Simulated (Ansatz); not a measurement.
**TaN, alloy series**

Consider TaN in the rock salt structure (space group Fm-3m, No. 225; a = 4.376 Å).

The other end (x = 1) is NbN in the rock salt structure (space group Fm-3m, No. 225): 10.50 Å³/atom, gap zero.

Nb replaces a fraction x of Ta; each row is one arrangement (x, atoms in the cell, starting space group or random), fully relaxed.

Calculations: Ansatz (an electronic-structure program), PBEsol, PAW, cutoff 420 eV, no spin-orbit coupling.

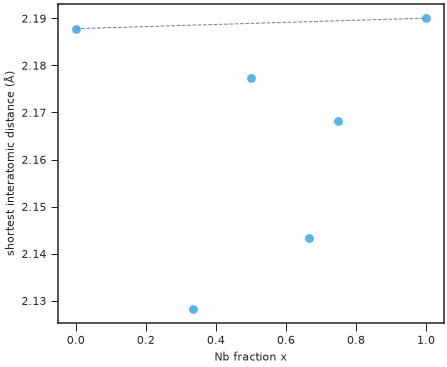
Figure: Shortest interatomic distance against Nb fraction x; the dashed line joins the ends

| Nb fraction x | shortest interatomic distance |
|---|---|
| x(Nb) = 0.333, 6 atoms, I4/mmm | 212.8 pm |
| x(Nb) = 0.5, 8 atoms, P4/nmm | 217.7 pm |
| x(Nb) = 0.667, 6 atoms, I4/mmm | 214.3 pm |
| x(Nb) = 0.75, 8 atoms, R-3m | 216.8 pm |

These are small ordered cells, not random alloys; other orderings at the same x differ. Whether these cells are dynamically stable was not tested. All final runs are without spin polarisation. This is not the structure that TaN has at room temperature and ambient pressure.
